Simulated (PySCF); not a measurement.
# CH5B2ClO (SMILES BOB(C)Cl): levels of theory compared

Aim: a comparison of 4 runs (HF/STO-3G, HF/3-21G, PBE/6-31G**, PBE0/def2-SVP) of CH5B2ClO. 

Program for the calculation: PySCF 2.14.0.

### Step 1. The structure to begin with

CH5B2ClO has 10 atoms, charge 0, and is taken as a singlet. As SMILES, `BOB(C)Cl`. Geometry: relaxed at GFN2-xTB. This is one conformer, not always the lowest.

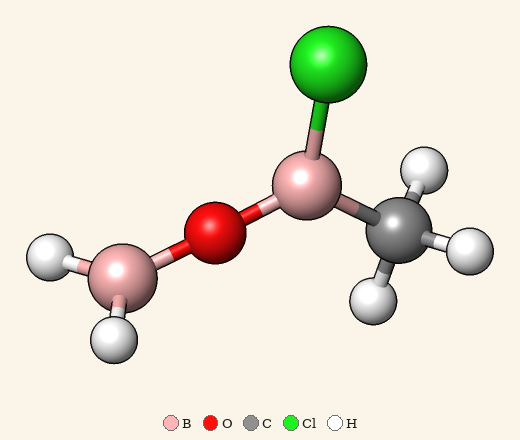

Viewed from a chosen angle; boron pink, oxygen red, carbon grey, chlorine green, hydrogen white.

### Step 2. Energy and gradient at HF/STO-3G (run 1)

File input.xyz:

```xyz
10
CH5B2ClO
B     -1.505910     1.296920    -0.791600
O     -0.436840     0.612310    -0.493560
B      0.654410    -0.041660    -0.223370
C      0.763720    -1.142880     0.920300
Cl     2.079540     0.334730    -1.190350
H     -1.700650     2.323270    -0.247870
H     -2.259090     0.865280    -1.587660
H      1.153190    -2.079960     0.529930
H      1.450830    -0.826130     1.701610
H     -0.199200    -1.341890     1.382570
```

File calc.py:

```python
from pyscf import gto

system = gto.Mole()
system.atom = 'input.xyz'
system.basis = 'sto-3g'
system.verbose = 3
system.max_memory = 1860
system.build()

mf = system.RHF()
mf.conv_tol = 1e-10
mf.kernel()
if not mf.converged:
    mf = mf.newton().run(mf.mo_coeff, mf.mo_occ)

e_tot = mf.e_tot
print('Final energy', e_tot)
grad = mf.nuc_grad_method().kernel()
mf.analyze()
```

The run is started by

```bash
$ OMP_NUM_THREADS=1 python calc.py
```

Output:

```text
converged SCF energy = -617.650312991617
Final energy -617.6503129916173
--------------- RHF gradients ---------------
         x                y                z
0 B     0.0170749445    -0.0103946667     0.0045297832
1 O    -0.0072130838     0.0071778963    -0.0048258330
2 B     0.0155577324     0.0114974293    -0.0186384713
3 C     0.0017596242    -0.0003067175    -0.0001156832
4 Cl    -0.0237412437    -0.0053876847     0.0151725906
5 H    -0.0002041201     0.0063379116     0.0041129123
6 H    -0.0041585716    -0.0039384156    -0.0050952003
7 H     0.0013577574    -0.0025041629     0.0014144417
8 H     0.0012279730    -0.0017509004     0.0021817794
9 H    -0.0016610125    -0.0007306893     0.0012636804
----------------------------------------------
**** MO energy ****
MO #1   energy= -103.670706884587  occ= 2
MO #2   energy= -20.3666190162556  occ= 2
MO #3   energy= -11.0265770924777  occ= 2
MO #4   energy= -10.356816143298   occ= 2
MO #5   energy= -7.80043666331036  occ= 2
MO #6   energy= -7.79585784177724  occ= 2
MO #7   energy= -7.79531272474508  occ= 2
MO #8   energy= -7.52270928640619  occ= 2
MO #9   energy= -7.4610728896281   occ= 2
MO #10  energy= -1.36587340311369  occ= 2
MO #11  energy= -1.02388526961692  occ= 2
MO #12  energy= -0.922636127581963 occ= 2
MO #13  energy= -0.800587565407349 occ= 2
MO #14  energy= -0.598440570166198 occ= 2
MO #15  energy= -0.590297928062068 occ= 2
MO #16  energy= -0.580035431147044 occ= 2
MO #17  energy= -0.55709729110697  occ= 2
MO #18  energy= -0.531730429937335 occ= 2
MO #19  energy= -0.508290234220518 occ= 2
MO #20  energy= -0.42786639623832  occ= 2
MO #21  energy= -0.411504686825342 occ= 2
MO #22  energy= -0.382771695783805 occ= 2
MO #23  energy= -0.380255366047116 occ= 2
MO #24  energy= 0.268714206506539  occ= 0
MO #25  energy= 0.271454269446798  occ= 0
MO #26  energy= 0.496839516644902  occ= 0
MO #27  energy= 0.59140564369466   occ= 0
MO #28  energy= 0.698789914190461  occ= 0
MO #29  energy= 0.713149247183121  occ= 0
MO #30  energy= 0.741894840215434  occ= 0
MO #31  energy= 0.747066381201682  occ= 0
MO #32  energy= 0.751375973343854  occ= 0
MO #33  energy= 0.8163923975708    occ= 0
MO #34  energy= 1.02362960875942   occ= 0
 ** Mulliken atomic charges  **
charge of    0B =      0.18210
charge of    1O =     -0.07961
charge of    2B =      0.25857
charge of    3C =     -0.19268
charge of    4Cl =     -0.18666
charge of    5H =     -0.06060
charge of    6H =     -0.06065
charge of    7H =      0.04993
charge of    8H =      0.05018
charge of    9H =      0.03941
Dipole moment(X, Y, Z, Debye): -1.68438, -0.54159,  1.26642
```

Run time: 2.8 s. Hardware: 1 thread of Intel Xeon at 2.70GHz, shared host; peak memory 0.12 GiB.

### Step 3. Energy and forces at HF/3-21G (run 2)

File run.py:

```python
import pyscf.grad
from pyscf import gto

system = gto.Mole()
system.atom = '''
B   -1.505910   1.296920  -0.791600
O   -0.436840   0.612310  -0.493560
B    0.654410  -0.041660  -0.223370
C    0.763720  -1.142880   0.920300
Cl   2.079540   0.334730  -1.190350
H   -1.700650   2.323270  -0.247870
H   -2.259090   0.865280  -1.587660
H    1.153190  -2.079960   0.529930
H    1.450830  -0.826130   1.701610
H   -0.199200  -1.341890   1.382570
'''
system.max_memory = 1860
system.verbose = 3
system.basis = '3-21g'
system.spin = 0
system.build()

myscf = system.RHF()
myscf.conv_tol = 1e-10
myscf.kernel()
if not myscf.converged:
    myscf = myscf.newton().run(myscf.mo_coeff, myscf.mo_occ)

energy = myscf.e_tot
print('E = %.10f Eh' % energy)
grad = myscf.Gradients().kernel()
myscf.analyze()
```

The run is started by

```bash
$ OMP_NUM_THREADS=1 python run.py
```

Output:

```text
converged SCF energy = -621.535960503659
E = -621.5359605037 Eh
--------------- RHF gradients ---------------
         x                y                z
0 B     0.0556197042    -0.0350217616     0.0152648975
1 O    -0.0094776414     0.0094373672    -0.0059603235
2 B    -0.0259916431     0.0428461771    -0.0355570527
3 C     0.0024234358    -0.0044670682     0.0052531526
4 Cl    -0.0268949177    -0.0057291558     0.0166672033
5 H     0.0019525880    -0.0051301175    -0.0018594420
6 H     0.0042408324     0.0008194633     0.0037795724
7 H    -0.0004071555    -0.0005572517     0.0008496569
8 H    -0.0008566046    -0.0010788029     0.0003975990
9 H    -0.0006085981    -0.0011188500     0.0011647366
----------------------------------------------
**** MO energy ****
MO #1   energy= -104.087821675576  occ= 2
MO #2   energy= -20.5295997277214  occ= 2
MO #3   energy= -11.1583157516474  occ= 2
MO #4   energy= -10.4856952112684  occ= 2
MO #5   energy= -7.948898086109    occ= 2
MO #6   energy= -7.94531165961441  occ= 2
MO #7   energy= -7.94495668368772  occ= 2
MO #8   energy= -7.6751569086486   occ= 2
MO #9   energy= -7.61781626730339  occ= 2
MO #10  energy= -1.43586525517573  occ= 2
MO #11  energy= -1.11516005940238  occ= 2
MO #12  energy= -0.971110370420905 occ= 2
MO #13  energy= -0.884974779503173 occ= 2
MO #14  energy= -0.664440922769182 occ= 2
MO #15  energy= -0.653669203734539 occ= 2
MO #16  energy= -0.634537583476432 occ= 2
MO #17  energy= -0.610644359400667 occ= 2
MO #18  energy= -0.56719260617653  occ= 2
MO #19  energy= -0.551982909993313 occ= 2
MO #20  energy= -0.483053502713533 occ= 2
MO #21  energy= -0.48222941614063  occ= 2
MO #22  energy= -0.448373098488049 occ= 2
MO #23  energy= -0.447895532897549 occ= 2
MO #24  energy= 0.118335731362929  occ= 0
MO #25  energy= 0.146996169131903  occ= 0
MO #26  energy= 0.262429996027953  occ= 0
MO #27  energy= 0.308292636519414  occ= 0
MO #28  energy= 0.314641930148662  occ= 0
MO #29  energy= 0.330439695945853  occ= 0
MO #30  energy= 0.341306695241812  occ= 0
MO #31  energy= 0.350194515360422  occ= 0
MO #32  energy= 0.418722593879477  occ= 0
MO #33  energy= 0.455766861572901  occ= 0
MO #34  energy= 0.490654753708649  occ= 0
MO #35  energy= 0.572712579727946  occ= 0
MO #36  energy= 0.631273688436877  occ= 0
MO #37  energy= 0.701619504885473  occ= 0
MO #38  energy= 0.705449853791682  occ= 0
MO #39  energy= 0.715572956116332  occ= 0
MO #40  energy= 0.736287122513531  occ= 0
MO #41  energy= 0.774023883106866  occ= 0
MO #42  energy= 0.817251421084884  occ= 0
MO #43  energy= 0.846250036870228  occ= 0
MO #44  energy= 0.868157342105489  occ= 0
MO #45  energy= 1.00819012071555   occ= 0
MO #46  energy= 1.02830027195196   occ= 0
MO #47  energy= 1.10131144913141   occ= 0
MO #48  energy= 1.15247006946113   occ= 0
MO #49  energy= 1.32999995831453   occ= 0
MO #50  energy= 1.3487781358651    occ= 0
MO #51  energy= 1.35727995671737   occ= 0
MO #52  energy= 1.39588593008167   occ= 0
MO #53  energy= 1.40429956161135   occ= 0
MO #54  energy= 1.44530210776577   occ= 0
MO #55  energy= 1.98200200685601   occ= 0
MO #56  energy= 1.999742666827     occ= 0
MO #57  energy= 2.20840130306877   occ= 0
MO #58  energy= 2.7713779299132    occ= 0
MO #59  energy= 3.3524108809274    occ= 0
 ** Mulliken atomic charges  **
charge of    0B =      0.24657
charge of    1O =     -0.35275
charge of    2B =      0.39387
charge of    3C =     -0.40920
charge of    4Cl =     -0.16385
charge of    5H =     -0.02635
charge of    6H =     -0.02631
charge of    7H =      0.11677
charge of    8H =      0.11769
charge of    9H =      0.10355
Dipole moment(X, Y, Z, Debye): -1.66743, -0.68775,  1.43120
```

Run time: 2.4 s. Hardware: 1 thread of Intel Xeon at 2.70GHz, shared host; peak memory 0.13 GiB.

### Step 4. Energy and forces at PBE/6-31G(d,p) (spherical functions) (run 3)

File calc.py:

```python
import pyscf.grad
from pyscf import gto, dft

mol = gto.M(
    atom='''
B   -1.505910   1.296920  -0.791600
O   -0.436840   0.612310  -0.493560
B    0.654410  -0.041660  -0.223370
C    0.763720  -1.142880   0.920300
Cl   2.079540   0.334730  -1.190350
H   -1.700650   2.323270  -0.247870
H   -2.259090   0.865280  -1.587660
H    1.153190  -2.079960   0.529930
H    1.450830  -0.826130   1.701610
H   -0.199200  -1.341890   1.382570
''',
    basis='6-31g**',
    charge=0,
    verbose=4,
    spin=0,
    max_memory=1860,
)

calc0 = dft.RKS(mol)
calc0.xc = 'pbe'
calc0.grids.level = 5
calc0.conv_tol = 1e-10
calc0.kernel()
if not calc0.converged:
    calc0 = calc0.newton().run(calc0.mo_coeff, calc0.mo_occ)

energy = calc0.e_tot
print('E = %.10f Eh' % energy)
grad = calc0.Gradients().kernel()
dip = calc0.dip_moment()
pop, q = calc0.mulliken_pop()
```

The run is started by

```bash
$ OMP_NUM_THREADS=1 python calc.py
```

Output:

```text
PySCF version 2.14.0

[... 83 lines left out ...]
converged SCF energy = -625.923924682572
[... 13 lines left out ...]
Dipole moment(X, Y, Z, Debye): -0.83705, -0.65385,  1.05981
[... 71 lines left out ...]
pop of  4 Cl 3dyz         0.00153
pop of  4 Cl 3dz^2        0.00214
pop of  4 Cl 3dxz         0.00744
pop of  4 Cl 3dx2-y2      0.00425
pop of  5 H 1s            0.52616
pop of  5 H 2s            0.51240
pop of  5 H 2px           0.00072
pop of  5 H 2py           0.00372
pop of  5 H 2pz           0.00136
pop of  6 H 1s            0.52614
pop of  6 H 2s            0.51250
pop of  6 H 2px           0.00228
pop of  6 H 2py           0.00113
pop of  6 H 2pz           0.00239
pop of  7 H 1s            0.51657
pop of  7 H 2s            0.32079
pop of  7 H 2px           0.00318
pop of  7 H 2py           0.00556
pop of  7 H 2pz           0.00353
pop of  8 H 1s            0.51587
pop of  8 H 2s            0.32105
pop of  8 H 2px           0.00416
pop of  8 H 2py           0.00340
pop of  8 H 2pz           0.00482
pop of  9 H 1s            0.52179
pop of  9 H 2s            0.33615
pop of  9 H 2px           0.00542
pop of  9 H 2py           0.00300
pop of  9 H 2pz           0.00355
 ** Mulliken atomic charges  **
charge of    0B =      0.12857
charge of    1O =     -0.06992
charge of    2B =      0.23651
charge of    3C =     -0.49417
charge of    4Cl =     -0.14334
charge of    5H =     -0.04437
charge of    6H =     -0.04444
charge of    7H =      0.15037
charge of    8H =      0.15070
charge of    9H =      0.13009
```

Run time: 58 s. Hardware: 1 thread of Intel Xeon at 2.70GHz, shared host; peak memory 1 GiB.

### Step 5. Energy and forces at PBE0/def2-SVP (run 4)

File run.py:

```python
# BOB(C)Cl
import pyscf.grad
from pyscf import gto, dft

mol = gto.M(
    atom='''
B   -1.505910   1.296920  -0.791600
O   -0.436840   0.612310  -0.493560
B    0.654410  -0.041660  -0.223370
C    0.763720  -1.142880   0.920300
Cl   2.079540   0.334730  -1.190350
H   -1.700650   2.323270  -0.247870
H   -2.259090   0.865280  -1.587660
H    1.153190  -2.079960   0.529930
H    1.450830  -0.826130   1.701610
H   -0.199200  -1.341890   1.382570
''',
    max_memory=1860,
    verbose=3,
    basis='def2-svp',
)

ks = dft.RKS(mol)
ks.xc = 'pbe0'
ks.conv_tol = 1e-10
ks.grids.level = 5
ks.kernel()
if not ks.converged:
    ks = ks.newton().run(ks.mo_coeff, ks.mo_occ)

e_final = ks.e_tot
print(f'total energy: {e_final:.8f} hartree')
grad = ks.Gradients().kernel()
ks.analyze()
```

The run is started by

```bash
$ OMP_NUM_THREADS=1 python run.py
```

Output:

```text
converged SCF energy = -625.743953869352
total energy: -625.74395387 hartree
[... 17 lines left out ...]
MO #9   energy= -6.82972800089656  occ= 2
[... 8 lines left out ...]
MO #18  energy= -0.42030386192724  occ= 2
[... 8 lines left out ...]
MO #27  energy= 0.131007043660487  occ= 0
[... 8 lines left out ...]
MO #36  energy= 0.259529115565105  occ= 0
[... 8 lines left out ...]
MO #45  energy= 0.636804389518117  occ= 0
[... 8 lines left out ...]
MO #54  energy= 0.788030347937489  occ= 0
[... 8 lines left out ...]
MO #63  energy= 1.16988334523366   occ= 0
[... 8 lines left out ...]
MO #72  energy= 1.46790562923211   occ= 0
[... 8 lines left out ...]
MO #81  energy= 1.85046238014644   occ= 0
[... 8 lines left out ...]
MO #90  energy= 2.52689562584956   occ= 0
[... 8 lines left out ...]
MO #99  energy= 3.66739097751501   occ= 0
[... 11 lines left out ...]
Dipole moment(X, Y, Z, Debye): -0.68622, -0.58760,  0.93118
```

Wall time 56 s (1 thread of Intel Xeon at 2.70GHz, shared host); peak memory 1 GiB.

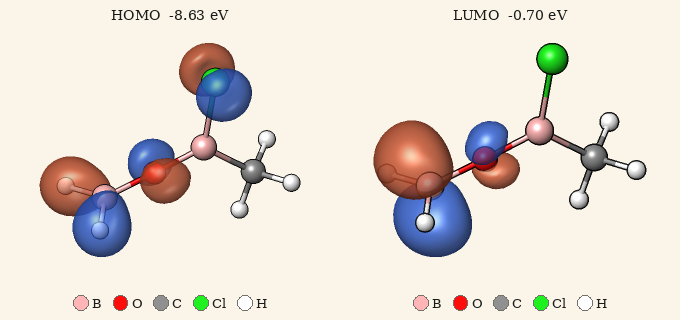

Frontier orbitals of this run, surfaces at ±0.2 Å^-3/2.

### Step 6. Overview of the runs

```
run                              level  integration grid  energy (Eh)  dipole moment (D)  HOMO energy (eV)  LUMO energy (eV)  wall time
  1                          HF/STO-3G                 –  -617.650313               2.18            -10.35              7.31      2.8 s
  2                           HF/3-21G                 –  -621.535961               2.30            -12.19              3.22      2.4 s
  3  PBE/6-31G** (spherical functions)                 5  -625.923925               1.50             -7.16             -1.54       58 s
  4                      PBE0/def2-SVP                 5  -625.743954               1.30             -8.63             -0.70       56 s
```

### Step 7. Summary of results

| quantity | value |
| --- | --- |
| run 4: total energy | -625.74395 Eh |
| run 4: dipole moment | 1.30 D |
| run 4: HOMO energy | -8.63 eV |
| run 4: LUMO energy | -0.70 eV |
| run 4: HOMO–LUMO gap | 7.93 eV |
| run 4: largest force on an atom | 2.156 eV/Å |

**Reading.** The dipole moment (its size) runs from 1.30 D (PBE0/def2-SVP) to 2.30 D (HF/3-21G). The two ends differ in method and basis. The HOMO–LUMO gap runs from 5.62 eV (PBE/6-31G**) to 17.66 eV (HF/STO-3G). Totals of different functionals can't be ranked against each other. In run 1 the basis is minimal, so the values are rough. All runs together took 2 min, the longest 58 s.
